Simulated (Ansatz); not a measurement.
Nudged elastic band, with input and output: AlGeH₅ClO₂F (part 1 of 2)

The run: nudged elastic band of AlGeH₅ClO₂F. Method and program: RKS B3LYP/def2-SVP (Ansatz 0.2.0).

It belongs to a series of runs on one base structure; here: band between the two ends. Figures and captions count atoms from 1; the log counts them from 0 in places.

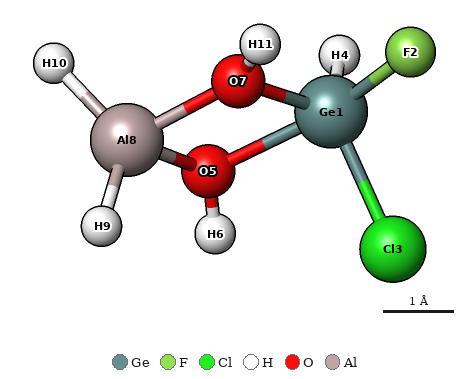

The structure as given in the input (ball-and-stick view, seen at a tilt; atoms are numbered from 1 in the order of the input). Sticks mark near contacts. Bond lengths as drawn: Al–H 1.58 to 1.59 Å, Al–O 1.85 to 1.90 Å, Cl–Ge 2.17 Å, F–Ge 1.77 Å, Ge–H 1.53 Å, Ge–O 1.89 to 2.08 Å and H–O 0.97 Å.

The input
```yaml
crystal:
  periodic: [false, false, false]
  atoms:
    - { symbol: Ge, position_ang: [0.159622, -0.126473, 0.420312] }
    - { symbol: F, position_ang: [1.151411, 0.854538, 1.514311] }
    - { symbol: Cl, position_ang: [1.237711, 0.273433, -1.425561] }
    - { symbol: H, position_ang: [-1.217877, 0.489432, 0.642968] }
    - { symbol: O, position_ang: [-0.697397, -1.795864, -0.467969] }
    - { symbol: H, position_ang: [-0.654917, -1.798799, -1.433408] }
    - { symbol: O, position_ang: [0.690638, -1.626783, 1.439861] }
    - { symbol: Al, position_ang: [-0.032044, -3.162819, 0.585464] }
    - { symbol: H, position_ang: [1.088384, -4.003436, -0.157065] }
    - { symbol: H, position_ang: [-1.114604, -3.822555, 1.530924] }
    - { symbol: H, position_ang: [1.265272, -1.415975, 2.189463] }
basis:
  gaussian: { orbitals: def2-SVP }
hamiltonian:
  xc: b3lyp
neb:
  order_check: false
  images: 6
  f_tol: 0.05
  max_iterations: 60
  climbing: false
  final_atoms:
    - { symbol: Ge, position_ang: [0.31256295, -0.36281346, -0.12142958] }
    - { symbol: F, position_ang: [0.25481069, -0.19150824, 2.95780809] }
    - { symbol: Cl, position_ang: [1.35154404, 0.09995921, -1.94974894] }
    - { symbol: H, position_ang: [-0.42634143, 0.86201349, 0.39848707] }
    - { symbol: O, position_ang: [-0.84790755, -1.78486932, -0.49898292] }
    - { symbol: H, position_ang: [-1.26103747, -1.92358347, -1.36328873] }
    - { symbol: O, position_ang: [1.1421014, -1.46550694, 0.94812757] }
    - { symbol: Al, position_ang: [0.2475722, -3.04095874, 0.61912743] }
    - { symbol: H, position_ang: [0.94425959, -4.02697283, -0.40607694] }
    - { symbol: H, position_ang: [-0.61839262, -3.53467271, 1.84430325] }
    - { symbol: H, position_ang: [0.77702722, -0.76638799, 2.4109737] }
  initial_path:
    images:
      - { positions_ang: [[0.159622, -0.126473, 0.420312], [1.151411, 0.854538, 1.514311], [1.237711, 0.273433, -1.425561], [-1.217877, 0.489432, 0.642968], [-0.697397, -1.795864, -0.467969], [-0.654917, -1.798799, -1.433408], [0.690638, -1.626783, 1.439861], [-0.032044, -3.162819, 0.585464], [1.088384, -4.003436, -0.157065], [-1.114604, -3.822555, 1.530924], [1.265272, -1.415975, 2.189463]] }
      - { positions_ang: [[0.09999156, -0.08541684, 0.32548515], [0.87178174, 0.58916608, 1.68284794], [1.44153825, 0.21354857, -1.26799021], [-1.10787525, 0.72083449, 0.37726386], [-0.76676395, -1.68399189, -0.46901018], [-0.84123252, -1.82977824, -0.93135529], [0.80715282, -1.63176802, 1.18391723], [0.12100535, -3.20823363, 0.57912499], [1.0608026, -4.09812764, -0.26016055], [-0.94067197, -3.81010969, 1.56816265], [1.13047038, -1.31142419, 2.05101441]] }
      - { positions_ang: [[0.04036111, -0.04436068, 0.2306583], [0.59215248, 0.32379416, 1.85138489], [1.64536549, 0.15366414, -1.11041942], [-0.99787351, 0.95223698, 0.11155972], [-0.8361309, -1.57211978, -0.47005135], [-1.02754803, -1.86075748, -0.42930258], [0.92366765, -1.63675305, 0.92797346], [0.27405469, -3.25364826, 0.57278599], [1.03322121, -4.19281928, -0.36325611], [-0.76673993, -3.79766439, 1.6054013], [0.99566875, -1.20687338, 1.91256581]] }
      - { positions_ang: [[-0.01926933, -0.00330452, 0.13583145], [0.31252321, 0.05842224, 2.01992183], [1.84919274, 0.09377971, -0.95284863], [-0.88787176, 1.18363948, -0.15414442], [-0.90549785, -1.46024766, -0.47109253], [-1.21386355, -1.89173672, 0.07275012], [1.04018247, -1.64173807, 0.67202968], [0.42710404, -3.29906289, 0.56644698], [1.00563981, -4.28751091, -0.46635166], [-0.5928079, -3.78521908, 1.64263995], [0.86086713, -1.10232257, 1.77411722]] }
      - { positions_ang: [[0.00257937, -0.03706744, 0.05843979], [0.18443745, -0.09101294, 2.2261357], [1.8654546, 0.06899774, -1.02773262], [-0.77479525, 1.2368654, -0.18907027], [-0.92699935, -1.45867699, -0.47552309], [-1.30045219, -1.90956307, 0.08276716], [1.10467724, -1.61869863, 0.60178205], [0.46704921, -3.28165428, 0.57125605], [0.98505061, -4.29087332, -0.5019248], [-0.52192056, -3.74409304, 1.68740842], [0.79111787, -1.00952442, 1.80576161]] }
      - { positions_ang: [[0.10590723, -0.14564945, -0.00151667], [0.2078952, -0.12451137, 2.4700265], [1.69415108, 0.07931823, -1.3350714], [-0.65864398, 1.11191477, 0.00678218], [-0.90063542, -1.56740777, -0.48334303], [-1.28731395, -1.91423654, -0.39925147], [1.11715196, -1.56763474, 0.71723056], [0.39389021, -3.20142243, 0.58721317], [0.9714536, -4.20290649, -0.46997551], [-0.55407792, -3.67428627, 1.7397067], [0.78642099, -0.92847894, 2.00749897]] }
      - { positions_ang: [[0.20923509, -0.25423146, -0.06147312], [0.23135295, -0.15800981, 2.71391729], [1.52284756, 0.08963872, -1.64241017], [-0.5424927, 0.98696413, 0.20263462], [-0.87427149, -1.67613855, -0.49116297], [-1.27417571, -1.91891, -0.8812701], [1.12962668, -1.51657084, 0.83267906], [0.32073121, -3.12119058, 0.6031703], [0.95785659, -4.11493966, -0.43802623], [-0.58623527, -3.60447949, 1.79200497], [0.7817241, -0.84743347, 2.20923633]] }
      - { positions_ang: [[0.31256295, -0.36281346, -0.12142958], [0.25481069, -0.19150824, 2.95780809], [1.35154404, 0.09995921, -1.94974894], [-0.42634143, 0.86201349, 0.39848707], [-0.84790755, -1.78486932, -0.49898292], [-1.26103747, -1.92358347, -1.36328873], [1.1421014, -1.46550694, 0.94812757], [0.2475722, -3.04095874, 0.61912743], [0.94425959, -4.02697283, -0.40607694], [-0.61839262, -3.53467271, 1.84430325], [0.77702722, -0.76638799, 2.4109737]] }
```

Machine: 4 threads of Arm Neoverse V2, 24 GiB of memory available, shared host.

Run as:
```bash
ansatz run input.yaml --threads 4 --pin off --max-ram 5120MiB --backend cpu --events-out ev --progress --plain --runs-dir out
```

What the program printed
```
Engine: ansatz 0.2.0, aarch64-unknown-linux-gnu
Functional definition: B3LYP
  parameter a0 = 0.2
  parameter ax = 0.72
  parameter ac = 0.81
  exchange = (1 - a0 - ax)*slater_x + ax*b88_x + a0*exact_x
  correlation = (1 - ac)*vwn_rpa_c + ac*lyp_c
1362 factors; integrals over basis functions are off by at most 2.7e-4 eV
mean field evaluation 1: about -82509.7342 eV, gradient 7.5e1 eV
mean field evaluation 2: about -82491.5336 eV, gradient 1.3e2 eV
mean field evaluation 4: about -82518.9036 eV, gradient 5.1e0 eV
mean field evaluation 8: about -82518.9679 eV, gradient 8.4e-2 eV
mean field evaluation 16: about -82518.9679 eV, gradient 2.6e-5 eV
mean field -82518.96794109 eV, -3032.5161384695 hartree, gradient 2.6e-5 eV, S^2 0.000000; 0 other end points of the search recorded, 0 dependent functions left out
the calculation of the forces begins
reference -82518.96822444 eV, -3032.5161488825 hartree; 46, 46 occupied and 89, 89 virtual orbitals, 1362 factors
1364 factors; integrals over basis functions are off by at most 8.1e-4 eV
mean field evaluation 32: about -82518.0668 eV, gradient 6.7e-5 eV
mean field -82518.06676965 eV, -3032.4830210300 hartree, gradient 6.7e-5 eV, S^2 0.000000; 0 other end points of the search recorded, 0 dependent functions left out
[... from here on the field's lines of each further geometry are left out, up to the last ...]
NEB iter   1: max|band force component| = 4.411e2 eV/Å  barrier→ = 72.8514 eV  barrier← = 71.9502 eV  Δτ_max = 0.2000 Å  (226 SCF iters)
NEB iter   2: max|band force component| = 1.963e2 eV/Å  barrier→ = 34.7070 eV  barrier← = 33.8059 eV  Δτ_max = 0.1970 Å  (203 SCF iters)
NEB iter   3: max|band force component| = 9.946e1 eV/Å  barrier→ = 17.9252 eV  barrier← = 17.0240 eV  Δτ_max = 0.2000 Å  (188 SCF iters)
NEB iter   4: max|band force component| = 4.777e1 eV/Å  barrier→ = 8.0937 eV  barrier← = 7.1926 eV  Δτ_max = 0.2000 Å  (195 SCF iters)
NEB iter   5: max|band force component| = 2.594e1 eV/Å  barrier→ = 3.7129 eV  barrier← = 2.8117 eV  Δτ_max = 0.2000 Å  (185 SCF iters)
NEB iter   6: max|band force component| = 1.408e1 eV/Å  barrier→ = 2.1174 eV  barrier← = 1.2162 eV  Δτ_max = 0.2000 Å  (189 SCF iters)
NEB iter   7: max|band force component| = 3.672e0 eV/Å  barrier→ = 1.1572 eV  barrier← = 0.2560 eV  Δτ_max = 0.2000 Å  (183 SCF iters)
NEB iter   8: max|band force component| = 3.760e0 eV/Å  barrier→ = 1.0531 eV  barrier← = 0.1519 eV  Δτ_max = 0.0993 Å  (178 SCF iters)
NEB iter   9: max|band force component| = 2.211e0 eV/Å  barrier→ = 0.9859 eV  barrier← = 0.0847 eV  Δτ_max = 0.1000 Å  (175 SCF iters)
NEB iter  10: max|band force component| = 1.443e0 eV/Å  barrier→ = 0.9409 eV  barrier← = 0.0398 eV  Δτ_max = 0.0501 Å  (177 SCF iters)
NEB iter  11: max|band force component| = 8.997e-1 eV/Å  barrier→ = 0.9851 eV  barrier← = 0.0839 eV  Δτ_max = 0.1006 Å  (178 SCF iters)
NEB iter  12: max|band force component| = 6.142e-1 eV/Å  barrier→ = 1.1213 eV  barrier← = 0.2202 eV  Δτ_max = 0.1017 Å  (179 SCF iters)
NEB iter  13: max|band force component| = 7.223e-1 eV/Å  barrier→ = 1.1430 eV  barrier← = 0.2418 eV  Δτ_max = 0.0501 Å  (178 SCF iters)
NEB iter  14: max|band force component| = 6.488e-1 eV/Å  barrier→ = 1.0933 eV  barrier← = 0.1921 eV  Δτ_max = 0.0499 Å  (175 SCF iters)
NEB iter  15: max|band force component| = 5.974e-1 eV/Å  barrier→ = 1.0523 eV  barrier← = 0.1512 eV  Δτ_max = 0.0502 Å  (179 SCF iters)
NEB iter  16: max|band force component| = 5.637e-1 eV/Å  barrier→ = 1.0082 eV  barrier← = 0.1070 eV  Δτ_max = 0.1006 Å  (171 SCF iters)
NEB iter  17: max|band force component| = 6.391e-1 eV/Å  barrier→ = 0.9617 eV  barrier← = 0.0605 eV  Δτ_max = 0.0498 Å  (179 SCF iters)
NEB iter  18: max|band force component| = 7.361e-1 eV/Å  barrier→ = 0.9534 eV  barrier← = 0.0522 eV  Δτ_max = 0.1004 Å  (174 SCF iters)
NEB iter  19: max|band force component| = 6.993e-1 eV/Å  barrier→ = 1.0528 eV  barrier← = 0.1517 eV  Δτ_max = 0.1008 Å  (174 SCF iters)
NEB iter  20: max|band force component| = 7.288e-1 eV/Å  barrier→ = 1.0409 eV  barrier← = 0.1397 eV  Δτ_max = 0.1000 Å  (175 SCF iters)
NEB iter  21: max|band force component| = 4.190e0 eV/Å  barrier→ = 1.0405 eV  barrier← = 0.1393 eV  Δτ_max = 0.0501 Å  (177 SCF iters)
NEB iter  22: max|band force component| = 4.467e-1 eV/Å  barrier→ = 0.9361 eV  barrier← = 0.0349 eV  Δτ_max = 0.0996 Å  (175 SCF iters)
NEB iter  23: max|band force component| = 1.015e0 eV/Å  barrier→ = 0.9012 eV  barrier← = 0.0000 eV  Δτ_max = 0.0504 Å  (170 SCF iters)
NEB iter  24: max|band force component| = 1.547e-1 eV/Å  barrier→ = 0.9012 eV  barrier← = 0.0000 eV  Δτ_max = 0.1001 Å  (175 SCF iters)
NEB iter  25: max|band force component| = 2.284e-1 eV/Å  barrier→ = 0.9012 eV  barrier← = 0.0000 eV  Δτ_max = 0.0501 Å  (171 SCF iters)
NEB iter  26: max|band force component| = 1.528e-1 eV/Å  barrier→ = 0.9012 eV  barrier← = 0.0000 eV  Δτ_max = 0.0502 Å  (172 SCF iters)
NEB iter  27: max|band force component| = 2.312e-1 eV/Å  barrier→ = 0.9012 eV  barrier← = 0.0000 eV  Δτ_max = 0.0249 Å  (172 SCF iters)
NEB iter  28: max|band force component| = 1.058e-1 eV/Å  barrier→ = 0.9012 eV  barrier← = 0.0000 eV  Δτ_max = 0.0501 Å  (163 SCF iters)
NEB iter  29: max|band force component| = 7.703e-2 eV/Å  barrier→ = 0.9012 eV  barrier← = 0.0000 eV  Δτ_max = 0.0999 Å  (169 SCF iters)
NEB iter  30: max|band force component| = 1.204e-1 eV/Å  barrier→ = 0.9012 eV  barrier← = 0.0000 eV  Δτ_max = 0.0503 Å  (169 SCF iters)
NEB iter  31: max|band force component| = 8.701e-2 eV/Å  barrier→ = 0.9012 eV  barrier← = 0.0000 eV  Δτ_max = 0.0499 Å  (168 SCF iters)
NEB iter  32: max|band force component| = 9.024e-2 eV/Å  barrier→ = 0.9012 eV  barrier← = 0.0000 eV  Δτ_max = 0.0251 Å  (169 SCF iters)
NEB iter  33: max|band force component| = 6.766e-2 eV/Å  barrier→ = 0.9012 eV  barrier← = 0.0000 eV  Δτ_max = 0.0251 Å  (167 SCF iters)
NEB iter  34: max|band force component| = 7.694e-2 eV/Å  barrier→ = 0.9012 eV  barrier← = 0.0000 eV  Δτ_max = 0.0125 Å  (166 SCF iters)
NEB iter  35: max|band force component| = 6.887e-2 eV/Å  barrier→ = 0.9012 eV  barrier← = 0.0000 eV  Δτ_max = 0.0125 Å  (168 SCF iters)
```
